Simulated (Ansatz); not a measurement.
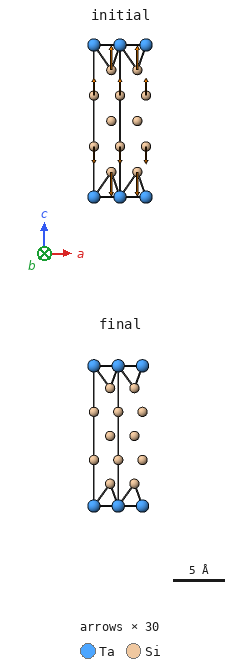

The structure of solid TaSi$_{5}$ (a generated structure, set up in P-6m2) (coarse preliminary run) before (top) and after (bottom) a relaxation, at one scale. The orange arrows give the displacements (the part carried along by the change of the cell is left out), 30 times their true length.

The picture is a ball-and-stick view of the cell of the calculation, repeated 2 × 1 × 1 with one cell outlined, seen along the b axis.

Method: DFT PBE, scalar-relativistic, plane waves, PAW in Ansatz.

The input:
```yaml
crystal:
  lattice:
    - [2.98400382, 0.0, 0.0]
    - [-1.49200191, 2.58422311, 0.0]
    - [0.0, 0.0, 15.07903855]
  atoms:
    - { symbol: Ta, position: [0.0, 0.0, 0.0] }
    - { symbol: Si, position: [0.66666667, 0.33333333, 0.834952] }
    - { symbol: Si, position: [0.0, 0.0, 0.66732103] }
    - { symbol: Si, position: [0.66666667, 0.33333333, 0.5] }
    - { symbol: Si, position: [0.0, 0.0, 0.33267897] }
    - { symbol: Si, position: [0.66666667, 0.33333333, 0.165048] }
basis:
  ecutwfc: 420
kpoints:
  mp_grid: { grid: [6, 6, 1] }
hamiltonian:
  xc: pbe
scf:
  occupations: { method: gaussian, width: 0.1 }
  lower_state_search: "off"
output:
  forces: true
  stress: true
  eigenvalues: true
relax:
  adjacent_minimum: "off"
  f_tol: 0.04
  max_steps: 70
  cell: { stress_tol: 0.4 }
```

Run as
```bash
ansatz run input.yaml --threads 1 --pin off --max-ram 2560MiB --backend cpu --events-out ev --progress --plain --runs-dir out
```

What changed between the two?

After 4 accepted moves (5 points after the start) the energy has fallen by 261 meV per atom. Largest force component: 1.1 eV/Å at the start, 0.03 eV/Å at the end. The pressure goes from −15.83 to −0.17 GPa. The SCF was repeated once at an unchanged geometry on a basis and grid sized afresh for the cell, which shifted the energy by 0.2 meV per atom at most. The largest moves relative to the cell, 0.082 Å, are those of Si2 and Si6. Si2 goes along +c. Ta stays in place. The drawn cell changes as follows: a = b 2.984 → 2.781 Å (−6.8 %), c 15.079 → 13.910 Å (−7.8 %); the volume changes by −19.9 %. Among the contacts that change: Ta1–Si2 3.027 → 2.734 Å, Ta1–Ta1 2.984 → 2.781 Å. Among the angles between lasting bonds that change: Ta1–Si6–Ta1 59.1° → 61.1°. The space group stays P-6m2 (No. 187). The run took 14 s on 1 thread of Arm Neoverse V1 (shared host), peak memory 0.32 GiB.
